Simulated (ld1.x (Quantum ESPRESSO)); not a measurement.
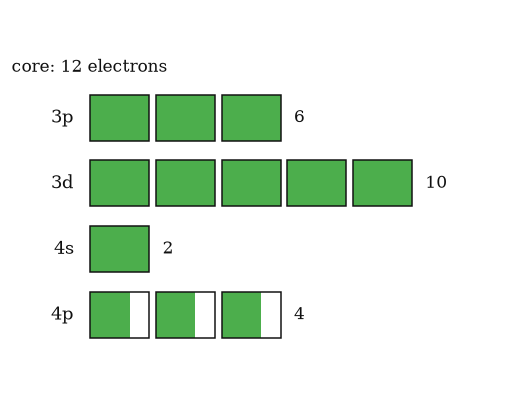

The valence shells of the reference configuration: a box for each of the 2l + 1 orbitals, shaded by the share of the shell that is filled, with the electron count at the right.

**Pseudopotential generation: Kr (part 1 of 2)**

Krypton (Kr, Z = 36), core [Ne] 3s2, reference valence 3p6 3d10 4s2 4p4 (an ion of charge +2), valence charge 24. Computed at this level: TM potential, Wu–Cohen, scalar-relativistic, made with ld1.x (Quantum ESPRESSO) 7.5.

### The input
```
 &input
   title='Kr', zed=36., rel=1, dft='WC', iswitch=3,
   config='[Ar] 3d10 4s2 4p4',
   nld=3, rlderiv=1.65, eminld=-18.0, emaxld=5.0, deld=0.04
 /
 &inputp
   pseudotype=2, tm=.true., lloc=-1, rcloc=1.52,
   nlcc=.false.,
   file_pseudopw='Kr.UPF', file_wfcaegen='ae.wfc', file_wfcncgen='nc.wfc', file_beta='beta', file_chi='chi'
 /
3
4S  1  0   2.00   0.00  1.30  1.30  0.0
3P  2  1   6.00   0.00  0.65  0.65  0.0
3D  3  2  10.00   0.00  1.05  1.05  0.0
 &test
   configts(1)='3p6 3d10 4s2 4p4'
 /
```

### Input of the test run
```
 &input
   title='Kr', zed=36., rel=1, dft='WC', iswitch=2,
   config='[Ar] 3d10 4s2 4p4'
 /
 &test
   file_pseudo='Kr.UPF', nconf=8,
   configts(1)='3p6 3d10 4s2 4p4',
   configts(2)='3p6 3d10 4s2 4p6',
   configts(3)='3p6 3d10 4s2 4p5',
   configts(4)='3p6 3d10 4s2 4p3',
   configts(5)='3p6 3d10 4s2 4p2',
   configts(6)='3p6 3d9 4s2 4p6',
   configts(7)='3p6 3d10 4s2 4p5.5',
   configts(8)='3p6 3d10 4s1 4p6'
 /
```

Hardware: 1 CPU thread, shared host.

Run as:
```bash
ld1.x < Kr.in > Kr.out
```

### Log
```
     Program LD1 v.7.5
     --------------------------- All-electron run ----------------------------

     Kr
     scalar relativistic calculation

     atomic number is 36.00
     dft =WC   lsd =0 sic =0 latt =0  beta=0.20 tr2=1.0E-14
     Exchange-correlation= WC
                           (   1   4  11   4   0   0   0)
     mesh =1217 r(mesh) = 101.13751 a.u. xmin = -7.00 dx = 0.01250
     1 Ry =  13.60569312 eV, c = 137.03599908

     n l     nl                  e(Ry)          e(Ha)          e(eV)
     1 0     1S 1( 2.00)     -1042.3392      -521.1696    -14181.7475
     2 0     2S 1( 2.00)      -138.8900       -69.4450     -1889.6949
     2 1     2P 1( 6.00)      -123.0627       -61.5313     -1674.3528
     3 0     3S 1( 2.00)       -21.2513       -10.6256      -289.1386
     3 1     3P 1( 6.00)       -16.2098        -8.1049      -220.5449
     3 2     3D 1(10.00)        -7.8539        -3.9269      -106.8575
     4 0     4S 1( 2.00)        -3.3908        -1.6954       -46.1342
     4 1     4P 1( 4.00)        -2.2793        -1.1397       -31.0121

     final scf error:  7.3E-15 reached in  37 iterations

     Etot =   -5576.557343 Ry,   -2788.278672 Ha,  -75872.927894 eV

     Ekin =    5704.242515 Ry,    2852.121258 Ha,   77610.173159 eV
     Encl =  -13390.534616 Ry,   -6695.267308 Ha, -182187.504733 eV
     Eh   =    2300.035783 Ry,    1150.017892 Ha,   31293.581037 eV
     Exc  =    -190.301026 Ry,     -95.150513 Ha,   -2589.177356 eV

     normalization and overlap integrals

     s(1S/1S) =  1.000000  <r> =   0.0415  <r2> =    0.0023  r(max) =   0.0271
     s(2S/2S) =  1.000000  <r> =   0.1836  <r2> =    0.0397  r(max) =   0.1540
     s(2P/2P) =  1.000000  <r> =   0.1601  <r2> =    0.0314  r(max) =   0.1229
     s(3S/3S) =  1.000000  <r> =   0.5305  <r2> =    0.3235  r(max) =   0.4684
     s(3P/3P) =  1.000000  <r> =   0.5405  <r2> =    0.3418  r(max) =   0.4625
     s(3D/3D) =  1.000000  <r> =   0.5548  <r2> =    0.3790  r(max) =   0.4082
     s(4S/4S) =  1.000000  <r> =   1.4994  <r2> =    2.5526  r(max) =   1.3218
     s(4P/4P) =  1.000000  <r> =   1.7341  <r2> =    3.4467  r(max) =   1.4792

     ------------------------ End of All-electron run ------------------------

     --------------------- Generating NC pseudopotential ---------------------

      Generating local potential from pseudized AE potential:
      Matching radius rcloc =   1.5200

      Local pseudo, rcloc= 1.517 Estimated cut-off energy=    10.23 Ry

      Wfc   4S  rcut= 1.305  Using Troullier-Martins method

      Wfc   3P  rcut= 0.648  Using Troullier-Martins method

      Wfc   3D  rcut= 1.042  Using Troullier-Martins method

       Warning: n=2, l=1 expected 0 nodes, found 1
       Setting wfc to zero for this iteration
       (This warning will only be printed once per wavefunction)

     ------------------- End of pseudopotential generation -------------------

     --------------------------- All-electron run ----------------------------

     Kr
     scalar relativistic calculation

     atomic number is 36.00
     dft =WC   lsd =0 sic =0 latt =0  beta=0.20 tr2=1.0E-14
     Exchange-correlation= WC
                           (   1   4  11   4   0   0   0)
     mesh =1217 r(mesh) = 101.13751 a.u. xmin = -7.00 dx = 0.01250
     1 Ry =  13.60569312 eV, c = 137.03599908

     n l     nl                  e(Ry)          e(Ha)          e(eV)
     1 0     1S 1( 2.00)     -1042.3392      -521.1696    -14181.7475
     2 0     2S 1( 2.00)      -138.8900       -69.4450     -1889.6949
     2 1     2P 1( 6.00)      -123.0627       -61.5313     -1674.3528
     3 0     3S 1( 2.00)       -21.2513       -10.6256      -289.1386
     3 1     3P 1( 6.00)       -16.2098        -8.1049      -220.5449
     3 2     3D 1(10.00)        -7.8539        -3.9269      -106.8575
     4 0     4S 1( 2.00)        -3.3908        -1.6954       -46.1342
     4 1     4P 1( 4.00)        -2.2793        -1.1397       -31.0121

     final scf error:  7.3E-15 reached in  37 iterations

     Etot =   -5576.557343 Ry,   -2788.278672 Ha,  -75872.927894 eV

     Ekin =    5704.242515 Ry,    2852.121258 Ha,   77610.173159 eV
     Encl =  -13390.534616 Ry,   -6695.267308 Ha, -182187.504733 eV
     Eh   =    2300.035783 Ry,    1150.017892 Ha,   31293.581037 eV
     Exc  =    -190.301026 Ry,     -95.150513 Ha,   -2589.177356 eV

     normalization and overlap integrals

     s(1S/1S) =  1.000000  <r> =   0.0415  <r2> =    0.0023  r(max) =   0.0271
     s(2S/2S) =  1.000000  <r> =   0.1836  <r2> =    0.0397  r(max) =   0.1540
     s(2P/2P) =  1.000000  <r> =   0.1601  <r2> =    0.0314  r(max) =   0.1229
     s(3S/3S) =  1.000000  <r> =   0.5305  <r2> =    0.3235  r(max) =   0.4684
     s(3P/3P) =  1.000000  <r> =   0.5405  <r2> =    0.3418  r(max) =   0.4625
     s(3D/3D) =  1.000000  <r> =   0.5548  <r2> =    0.3790  r(max) =   0.4082
     s(4S/4S) =  1.000000  <r> =   1.4994  <r2> =    2.5526  r(max) =   1.3218
     s(4P/4P) =  1.000000  <r> =   1.7341  <r2> =    3.4467  r(max) =   1.4792

     ------------------------ End of All-electron run ------------------------

     Computing logarithmic derivative in   1.64502

       Warning: n=3, l=2 expected 0 nodes, found 1
       Setting wfc to zero for this iteration
       (This warning will only be printed once per wavefunction)

     Message from routine run_pseudo:
     Warning: convergence not achieved
     Computing logarithmic derivative in   1.64502
     Computing the partial wave expansion
     R is outside the sphere for l=    0 j= 0.00
     R is outside the sphere for l=    1 j= 0.00
     R is outside the sphere for l=    2 j= 0.00

     ---------------------- Testing the pseudopotential ----------------------

     Kr
     scalar relativistic calculation

     atomic number is 36.00   valence charge is 24.00
     dft =WC   lsd =0 sic =0 latt =0  beta=0.20 tr2=1.0E-14
     mesh =1217 r(mesh) = 101.13751 xmin = -7.00 dx = 0.01250

     n l     nl             e AE (Ry)        e PS (Ry)    De AE-PS (Ry)
     2 1     3P   1( 6.00)      -16.20975      -16.21023        0.00048
     3 2     3D   1(10.00)       -7.85388       -7.85390        0.00002
     1 0     4S   1( 2.00)       -3.39080       -3.39082        0.00002
     3 1     4P   1( 4.00)       -2.27934       -2.03665       -0.24269  !

     eps = 1.8E-11  iter =201

     Etot =   -5576.557343 Ry,   -2788.278672 Ha,  -75872.927894 eV
     Etotps =  -721.657722 Ry,    -360.828861 Ha,   -9818.653504 eV

     Ekin =     481.346705 Ry,     240.673352 Ha,    6549.055548 eV
     Encl =   -1285.438515 Ry,    -642.719258 Ha,  -17489.281967 eV
     Ehrt =     547.589048 Ry,     273.794524 Ha,    7450.328547 eV
     Ecxc =     -53.933251 Ry,     -26.966626 Ha,    -733.799264 eV
     Epseu=    -411.221708 Ry,    -205.610854 Ha,   -5594.956367 eV

     ---------------------- End of pseudopotential test ----------------------
```

### Output of the test run (extracts)
```
     ---------------------- Testing the pseudopotential ----------------------

     Kr
     scalar relativistic calculation

     atomic number is 36.00   valence charge is 24.00
     dft =WC   lsd =0 sic =0 latt =0  beta=0.20 tr2=1.0E-14
     mesh =1217 r(mesh) = 101.13751 xmin = -7.00 dx = 0.01250

     n l     nl             e AE (Ry)        e PS (Ry)    De AE-PS (Ry)
     2 1     3P   1( 6.00)      -16.20975      -16.21023        0.00048
     3 2     3D   1(10.00)       -7.85388       -7.85390        0.00002
     1 0     4S   1( 2.00)       -3.39080       -3.39082        0.00002
     3 1     4P   1( 4.00)       -2.27934       -2.03665       -0.24269  !

     eps = 1.8E-11  iter =201

     Etot =   -5576.557343 Ry,   -2788.278672 Ha,  -75872.927894 eV
     Etotps =  -721.657722 Ry,    -360.828861 Ha,   -9818.653503 eV

     Ekin =     481.346705 Ry,     240.673352 Ha,    6549.055548 eV
     Encl =   -1285.438515 Ry,    -642.719258 Ha,  -17489.281967 eV
     Ehrt =     547.589048 Ry,     273.794524 Ha,    7450.328546 eV
     Ecxc =     -53.933251 Ry,     -26.966626 Ha,    -733.799264 eV
     Epseu=    -411.221708 Ry,    -205.610854 Ha,   -5594.956367 eV

     ---------------------- End of pseudopotential test ----------------------

     ---------------------- Testing the pseudopotential ----------------------

     Kr
     scalar relativistic calculation

     atomic number is 36.00   valence charge is 24.00
     dft =WC   lsd =0 sic =0 latt =0  beta=0.20 tr2=1.0E-14
     mesh =1217 r(mesh) = 101.13751 xmin = -7.00 dx = 0.01250

     n l     nl             e AE (Ry)        e PS (Ry)    De AE-PS (Ry)
     2 1     3P   1( 6.00)      -14.33663      -14.50203        0.16540  !
     3 2     3D   1(10.00)       -5.98362       -6.14794        0.16431  !
     1 0     4S   1( 2.00)       -1.69513       -1.80337        0.10825  !
     3 1     4P   1( 6.00)       -0.67919       -0.57297       -0.10622  !

     eps = 8.9E-13  iter =201

     Etot =   -5579.459607 Ry,   -2789.729803 Ha,  -75912.415203 eV
     Etotps =  -724.213692 Ry,    -362.106846 Ha,   -9853.429255 eV
     dEtot_ae =      -2.902264 Ry
     dEtot_ps =      -2.555971 Ry,   Delta E=      -0.346293 Ry

     Ekin =     483.144948 Ry,     241.572474 Ha,    6573.521901 eV
     Encl =   -1326.196196 Ry,    -663.098098 Ha,  -18043.818467 eV
     Ehrt =     585.772336 Ry,     292.886168 Ha,    7969.838643 eV
     Ecxc =     -55.325206 Ry,     -27.662603 Ha,    -752.737768 eV
     Epseu=    -411.609575 Ry,    -205.804787 Ha,   -5600.233564 eV

     ---------------------- End of pseudopotential test ----------------------

     ---------------------- Testing the pseudopotential ----------------------

     Kr
     scalar relativistic calculation

     atomic number is 36.00   valence charge is 24.00
     dft =WC   lsd =0 sic =0 latt =0  beta=0.20 tr2=1.0E-14
     mesh =1217 r(mesh) = 101.13751 xmin = -7.00 dx = 0.01250

     n l     nl             e AE (Ry)        e PS (Ry)    De AE-PS (Ry)
     2 1     3P   1( 6.00)      -15.21289      -15.29830        0.08542  !
     3 2     3D   1(10.00)       -6.85886       -6.94345        0.08459  !
     1 0     4S   1( 2.00)       -2.50000       -2.55316        0.05317  !
     3 1     4P   1( 5.00)       -1.43756       -1.26466       -0.17291  !

     eps = 2.1E-12  iter =201

     Etot =   -5578.409269 Ry,   -2789.204635 Ha,  -75898.124629 eV
     Etotps =  -723.302503 Ry,    -361.651251 Ha,   -9841.031890 eV
     dEtot_ae =      -1.851926 Ry
     dEtot_ps =      -1.644781 Ry,   Delta E=      -0.207145 Ry

     Ekin =     482.465362 Ry,     241.232681 Ha,    6564.275661 eV
     Encl =   -1307.184931 Ry,    -653.592466 Ha,  -17785.157032 eV
     Ehrt =     567.540731 Ry,     283.770366 Ha,    7721.785022 eV
     Ecxc =     -54.677509 Ry,     -27.338754 Ha,    -743.925407 eV
     Epseu=    -411.446156 Ry,    -205.723078 Ha,   -5598.010134 eV

     ---------------------- End of pseudopotential test ----------------------

     ---------------------- Testing the pseudopotential ----------------------

     Kr
     scalar relativistic calculation

     atomic number is 36.00   valence charge is 24.00
     dft =WC   lsd =0 sic =0 latt =0  beta=0.20 tr2=1.0E-14
     mesh =1217 r(mesh) = 101.13751 xmin = -7.00 dx = 0.01250

     n l     nl             e AE (Ry)        e PS (Ry)    De AE-PS (Ry)
     2 1     3P   1( 6.00)      -17.30945      -17.21836       -0.09109  !
     3 2     3D   1(10.00)       -8.95080       -8.85973       -0.09107  !
     1 0     4S   1( 2.00)       -4.35064       -4.29729       -0.05335  !
     3 1     4P   1( 3.00)       -3.18907       -2.87207       -0.31700  !

     eps = 1.6E-12  iter =201

     Etot =   -5573.828794 Ry,   -2786.914397 Ha,  -75835.804097 eV
     Etotps =  -719.208078 Ry,    -359.604039 Ha,   -9785.324400 eV
     dEtot_ae =       2.728549 Ry
     dEtot_ps =       2.449644 Ry,   Delta E=       0.278905 Ry

     Ekin =     479.782920 Ry,     239.891460 Ha,    6527.779171 eV
     Encl =   -1261.421819 Ry,    -630.710910 Ha,  -17162.518173 eV
     Ehrt =     526.497382 Ry,     263.248691 Ha,    7163.361810 eV
     Ecxc =     -53.123898 Ry,     -26.561949 Ha,    -722.787452 eV
     Epseu=    -410.942662 Ry,    -205.471331 Ha,   -5591.159757 eV

     ---------------------- End of pseudopotential test ----------------------

     ---------------------- Testing the pseudopotential ----------------------

     Kr
     scalar relativistic calculation

     atomic number is 36.00   valence charge is 24.00
     dft =WC   lsd =0 sic =0 latt =0  beta=0.20 tr2=1.0E-14
     mesh =1217 r(mesh) = 101.13751 xmin = -7.00 dx = 0.01250

     n l     nl             e AE (Ry)        e PS (Ry)    De AE-PS (Ry)
     2 1     3P   1( 6.00)      -18.50057      -18.30947       -0.19110  !
     3 2     3D   1(10.00)      -10.13818       -9.94767       -0.19051  !
     1 0     4S   1( 2.00)       -5.36813       -5.25944       -0.10869  !
     3 1     4P   1( 2.00)       -4.15596       -3.75839       -0.39756  !

     eps = 4.2E-12  iter =201

     Etot =   -5570.161281 Ry,   -2785.080640 Ha,  -75785.905029 eV
     Etotps =  -715.896588 Ry,    -357.948294 Ha,   -9740.269288 eV
     dEtot_ae =       6.396063 Ry
     dEtot_ps =       5.761134 Ry,   Delta E=       0.634929 Ry

     Ekin =     477.768781 Ry,     238.884390 Ha,    6500.375418 eV
     Encl =   -1235.449471 Ry,    -617.724736 Ha,  -16809.146375 eV
     Ehrt =     504.669799 Ry,     252.334900 Ha,    6866.382417 eV
     Ecxc =     -52.275874 Ry,     -26.137937 Ha,    -711.249493 eV
     Epseu=    -410.609824 Ry,    -205.304912 Ha,   -5586.631254 eV

     ---------------------- End of pseudopotential test ----------------------
```

(Continued in part 2.) Outcome of the run: generated; the pseudo-atom misses its reference levels by up to 3.30 eV (4p, which has no pseudo-wave of its own); ld1.x warns of wrong node counts.
